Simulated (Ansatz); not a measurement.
# W(NH)2(NH2)2 (WN4H6): geometry, orbitals and charge

Aim: characterise W(NH)2(NH2)2 (WN4H6) as a singlet: its structure, frontier levels and distribution of charge.

Computed with Ansatz 0.2.0, Gaussian basis. Level: RKS PBE0-D4/def2-TZVP.

Levels to be run: relaxation at PBE-D4/def2-SVP; a search for the lowest solution at PBE0-D4/def2-SVP; a single point at PBE0-D4/def2-TZVP.

## 1. The system as given

11 atoms, charge 0, spin multiplicity 1.

Atoms are counted from 1 here; the program's logs count them from 0.

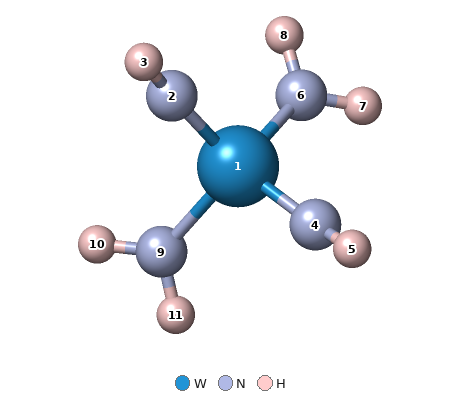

Start geometry, drawn with tungsten blue, nitrogen light blue, hydrogen pink; atoms are numbered from 1 in the order of the file.

Formally the metal is d0. W takes a core potential in the def2 sets. No spin-orbit coupling is included.

The start is a GFN2-xTB geometry.

## 2. Optimising with PBE-D4/def2-SVP

Contents of in.yaml:

```yaml
crystal:
  periodic: [false, false, false]
  atoms:
    - {symbol: W, position_ang: [0.182310, -0.000520, 0.129320]}
    - {symbol: N, position_ang: [0.096430, 0.019090, 1.914130]}
    - {symbol: H, position_ang: [0.328400, 0.024630, 2.910110]}
    - {symbol: N, position_ang: [1.835640, -0.027680, -0.548520]}
    - {symbol: H, position_ang: [2.851690, -0.041860, -0.663730]}
    - {symbol: N, position_ang: [-0.732360, 1.658100, -0.545920]}
    - {symbol: H, position_ang: [-0.449780, 2.202580, -1.366540]}
    - {symbol: H, position_ang: [-1.395660, 2.231010, -0.015750]}
    - {symbol: N, position_ang: [-0.769610, -1.650680, -0.514780]}
    - {symbol: H, position_ang: [-1.451750, -2.194620, 0.022590]}
    - {symbol: H, position_ang: [-0.495330, -2.220060, -1.320920]}
basis:
  gaussian: {orbitals: def2-SVP}
hamiltonian: {xc: pbe, dispersion: d4}
scf: {lower_state_search: "off"}
output: {orbitals: {seedname: orbitals}}
relax: {f_tol: 0.02, max_steps: 100}
```

Launch:

```bash
$ ansatz run in.yaml --threads 4 --pin off --events-out ev --progress --plain --max-ram 3916MiB
```

The log of the run, cut to the lines that bear on the results:

```text
Functional definition: PBE
  name "PBE"
  cite "Perdew, Burke & Ernzerhof, Phys. Rev. Lett. 77, 3865 (1996) doi:10.1103/PhysRevLett.77.3865"
  parent pbe
[...]
1343 factors; their error is unknown
[...]
mean field -7876.01918449 eV, -289.4383664726 hartree, gradient 8.6e-6 eV, S^2 0.000000; 0 other end points of the search recorded, 0 dependent functions left out
[...]
reference -7876.01925870 eV, -289.4383691996 hartree; 24, 24 occupied and 94, 94 virtual orbitals, 1343 factors
relax step   1: F+E_penalty+E_count = -7876.27712160 eV  Δ(F+E_penalty+E_count) = +0.000e0 eV  max|allowed force component| = 7.738e-1 eV/Å  Δτ_max = 0.0000 Å  (21 SCF iters, accepted)
[...]
relax step   5: F+E_penalty+E_count = -7876.36496025 eV  Δ(F+E_penalty+E_count) = +4.400e-4 eV  max|allowed force component| = 2.005e-1 eV/Å  Δτ_max = 0.0432 Å  (21 SCF iters, rejected (line search))
[...]
relax step   6: F+E_penalty+E_count = -7876.36659660 eV  Δ(F+E_penalty+E_count) = -1.196e-3 eV  max|allowed force component| = 1.646e-2 eV/Å  Δτ_max = 0.0210 Å  (22 SCF iters, accepted)
Total energy: -7876.36667118 eV, -289.4511363730 hartree
Atom 0 at     0.174207    -0.000889     0.123062 Å, force     0.005240     0.000661     0.004149 eV/Å
Atom 1 at     0.051951     0.018316     1.896241 Å, force    -0.000797    -0.001528     0.015234 eV/Å
Atom 2 at     0.385538     0.023660     2.863763 Å, force     0.001401     0.000159    -0.016462 eV/Å
Atom 3 at     1.804432    -0.027386    -0.584810 Å, force     0.014479     0.001218    -0.006197 eV/Å
Atom 4 at     2.827750    -0.039253    -0.594051 Å, force    -0.015191    -0.000105     0.006951 eV/Å
Atom 5 at    -0.696671     1.647429    -0.521648 Å, force    -0.009768     0.015176    -0.008355 eV/Å
Atom 6 at    -0.441897     2.138077    -1.382600 Å, force    -0.001901    -0.004813     0.010603 eV/Å
Atom 7 at    -1.413655     2.163524    -0.005434 Å, force     0.009906    -0.005643    -0.005078 eV/Å
Atom 8 at    -0.735257    -1.640461    -0.489852 Å, force    -0.011084    -0.015093    -0.006446 eV/Å
Atom 9 at    -1.464672    -2.128801     0.035838 Å, force     0.009210     0.004564    -0.005341 eV/Å
Atom 10 at    -0.491747    -2.154226    -1.340520 Å, force    -0.001495     0.005404     0.010944 eV/Å
Dipole moment:    -0.117860     0.000571    -0.083358 e Å
Checks for a lower state left out: stability, starts, cluster_reference, orbital_swaps, neighbouring_geometries, increment
```

Run time: 6.5 s. Hardware: 4 threads of Arm Neoverse V2, shared host.

Along the way:

```
step  energy from step 1 (eV)  largest force component (eV/Å)
   1                   0.0000                          0.7738
   2                  -0.0687                          0.3516
   3                  -0.0809                          0.2287
   4                  -0.0883                          0.0665
   5                  -0.0878                          0.2005
   6                  -0.0895                          0.0165
```

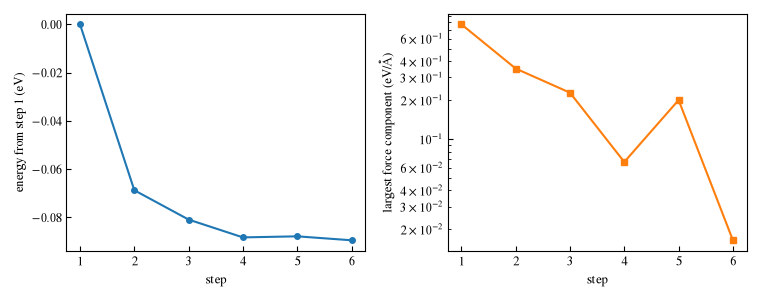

Energy and force, step by step.

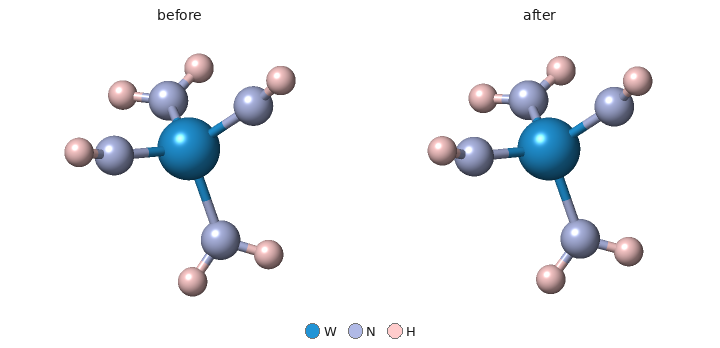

The geometry before (left) and after (right).

Close pairs (by a distance rule), those that changed most:

```
  bond  before (Å)  after (Å)  change (Å)
 W1–N9       2.011      1.973      -0.038
 W1–N6       2.011      1.973      -0.038
 W1–N4       1.787      1.777      -0.010
 W1–N2       1.787      1.777      -0.009
N9–H10       1.025      1.023      -0.002
 N6–H7       1.025      1.023      -0.001
N9–H11       1.024      1.023      -0.001
 N6–H8       1.024      1.023      -0.001
```

Bonds by kind at the end (by distance):

```
bond  count  shortest (Å)  longest (Å)
 N–W      4         1.777        1.973
 H–N      6         1.023        1.023
```

## 3. Searching for the lowest solution, PBE0-D4/def2-SVP

start.molden holds the orbitals of an earlier run on this state, given as this run's starting guess.

Contents of in.yaml:

```yaml
crystal:
  periodic: [false, false, false]
  atoms:
    - {symbol: W, position_ang: [0.174207, -0.000889, 0.123062]}
    - {symbol: N, position_ang: [0.051951, 0.018316, 1.896241]}
    - {symbol: H, position_ang: [0.385538, 0.023660, 2.863763]}
    - {symbol: N, position_ang: [1.804432, -0.027386, -0.584810]}
    - {symbol: H, position_ang: [2.827750, -0.039253, -0.594051]}
    - {symbol: N, position_ang: [-0.696671, 1.647429, -0.521648]}
    - {symbol: H, position_ang: [-0.441897, 2.138077, -1.382600]}
    - {symbol: H, position_ang: [-1.413655, 2.163524, -0.005434]}
    - {symbol: N, position_ang: [-0.735257, -1.640461, -0.489852]}
    - {symbol: H, position_ang: [-1.464672, -2.128801, 0.035838]}
    - {symbol: H, position_ang: [-0.491747, -2.154226, -1.340520]}
basis:
  gaussian: {orbitals: def2-SVP, initial_orbitals: start.molden}
hamiltonian: {xc: pbe0, dispersion: d4}
output: {orbitals: {seedname: orbitals}}
```

The command is unchanged.

The log of the run:

```text
Functional definition: PBE0
  name "PBE0"
  cite "Adamo & Barone, J. Chem. Phys. 110, 6158 (1999) doi:10.1063/1.478522"
  cite "Perdew, Burke & Ernzerhof, Phys. Rev. Lett. 77, 3865 (1996) doi:10.1103/PhysRevLett.77.3865"
  parent pbe
  parameter a = 0.25
  parameter kappa = 0.804
  parameter beta = 0.06672455060314922
  exchange = (1 - a)*pbe_x(kappa = kappa, mu = beta*pi^2/3) + a*exact_x
  correlation = pbe_c(beta = beta)
1383 factors; their error is unknown
mean field evaluation 1: about -7874.1031 eV, gradient 7.1e0 eV
mean field evaluation 2: about -7874.2351 eV, gradient 1.4e-1 eV
mean field evaluation 4: about -7874.2769 eV, gradient 3.3e-4 eV
mean field evaluation 8: about -7852.5502 eV, gradient 1.0e2 eV
mean field evaluation 16: about -7874.2288 eV, gradient 5.7e-2 eV
mean field -7874.27692443 eV, -289.3743395963 hartree, gradient 8.3e-6 eV, S^2 0.000000; 1 other end points of the search recorded, 0 dependent functions left out
reference -7874.27698043 eV, -289.3743416543 hartree; 24, 24 occupied and 94, 94 virtual orbitals, 1383 factors
Total energy: -7874.50114502 eV, -289.3825795509 hartree
```

It took 2.5 s on 4 threads of Arm Neoverse V2, shared host.

HOMO -6.51 eV, LUMO -0.18 eV.

## 4. Single point, PBE0-D4/def2-TZVP

Changes to in.yaml since step 3:

```diff
@@ -15,4 +15,5 @@
 basis:
-  gaussian: {orbitals: def2-SVP, initial_orbitals: start.molden}
+  gaussian: {orbitals: def2-TZVP, initial_orbitals: start.molden}
 hamiltonian: {xc: pbe0, dispersion: d4}
+scf: {omitted_lower_state_checks: [starts]}
 output: {orbitals: {seedname: orbitals}}
```

The command is unchanged.

The log of the run:

```text
Functional definition: PBE0
  name "PBE0"
  cite "Adamo & Barone, J. Chem. Phys. 110, 6158 (1999) doi:10.1063/1.478522"
  cite "Perdew, Burke & Ernzerhof, Phys. Rev. Lett. 77, 3865 (1996) doi:10.1103/PhysRevLett.77.3865"
  parent pbe
  parameter a = 0.25
  parameter kappa = 0.804
  parameter beta = 0.06672455060314922
  exchange = (1 - a)*pbe_x(kappa = kappa, mu = beta*pi^2/3) + a*exact_x
  correlation = pbe_c(beta = beta)
these checks for a lower state are left out or cut short: starts
1284 factors; their error is unknown
mean field evaluation 1: about -7878.2269 eV, gradient 1.4e2 eV
mean field evaluation 2: about -7881.8073 eV, gradient 4.2e0 eV
mean field evaluation 4: about -7881.8681 eV, gradient 3.2e-1 eV
mean field evaluation 8: about -7881.8682 eV, gradient 7.7e-6 eV
mean field -7881.86820674 eV, -289.6533140756 hartree, gradient 7.7e-6 eV, S^2 0.000000; 0 other end points of the search recorded, 0 dependent functions left out
reference -7881.86823976 eV, -289.6533152890 hartree; 24, 24 occupied and 176, 176 virtual orbitals, 1284 factors
Total energy: -7882.09240434 eV, -289.6615531855 hartree
Checks for a lower state left out: starts
```

Wall time 2.8 s (4 threads of Arm Neoverse V2, shared host).

Report: HOMO -6.63 eV, LUMO -0.34 eV.

Mulliken charges, from this run's orbitals:

```
atom  value (e)
  W1       1.23
  N2      -0.63
  H3       0.24
  N4      -0.63
  H5       0.24
  N6      -0.74
  H7       0.26
  H8       0.26
  N9      -0.74
 H10       0.26
 H11       0.26
```

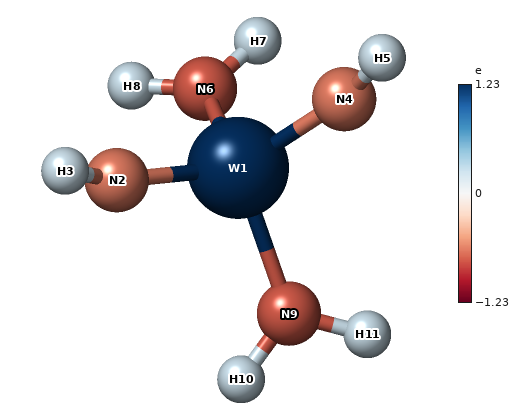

Mulliken charges, from this run's orbitals, as colours on the atoms.

Largest Mayer bond orders: W1–N2 2.11; W1–N4 2.11; W1–N6 1.10; W1–N9 1.10; N6–H7 0.92; N6–H8 0.92; N9–H10 0.92; N9–H11 0.92; N2–H3 0.89; N4–H5 0.89.

Orbitals, density, ELF and potential are computed afterwards from the orbital file.

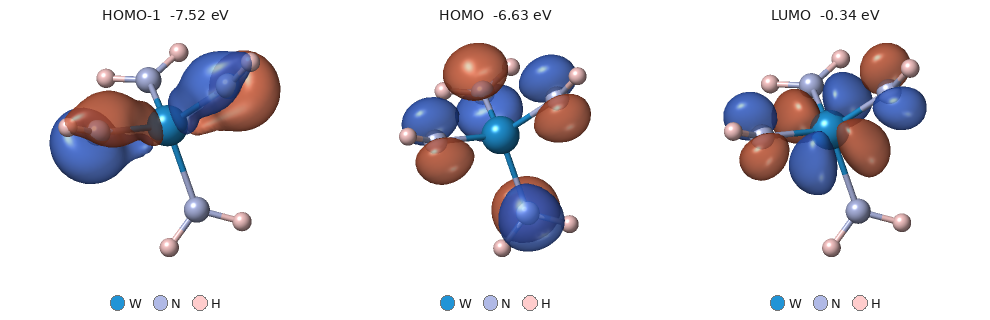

PBE0-D4/def2-TZVP orbitals near the gap, drawn at the value that encloses 70 % of each; the two colours are the two signs.

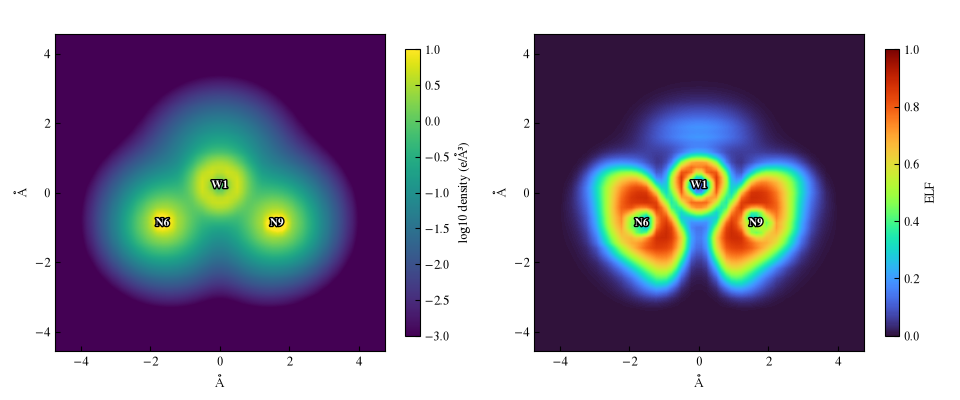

Density (left) and ELF (right) in a plane through or near 3 of the atoms.

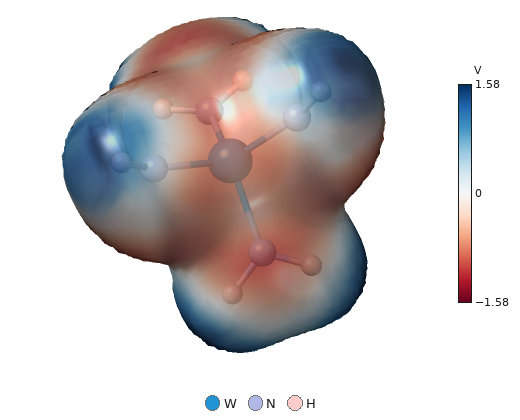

Electrostatic potential on the surface of density 0.002 e/bohr³; red is low, blue high. It runs from -1.04 V near N2 to 1.58 V near H10.

## 5. Results

```
                                         quantity                             value
                                      point group                               C2v
                     near neighbours of the metal  N 1.78, N 1.78, N 1.97, N 1.97 Å
                  HOMO, LUMO at PBE0-D4/def2-TZVP                   -6.63, -0.34 eV
charge on the metal (Mulliken, PBE0-D4/def2-TZVP)                           +1.23 e
                        dipole at PBE-D4/def2-SVP                            0.69 D
```

**Reading.** The molecule keeps its bonding pattern by the stored test; the atoms moved 0.06 Å (rms). The metal has 4 near neighbours by the distance rule, from 1.78 to 1.97 Å. The Mulliken charge of the metal, +1.23 e, depends on the basis and isn't its oxidation state. No usable vibrations, so a minimum isn't proven. The HOMO lies nearest to N6, N9 about 25 % each; N2, N4 about 16 % each and the LUMO to W1 47 %; N2, N4 about 16 % each. Whether this spin is the lowest isn't tested here.
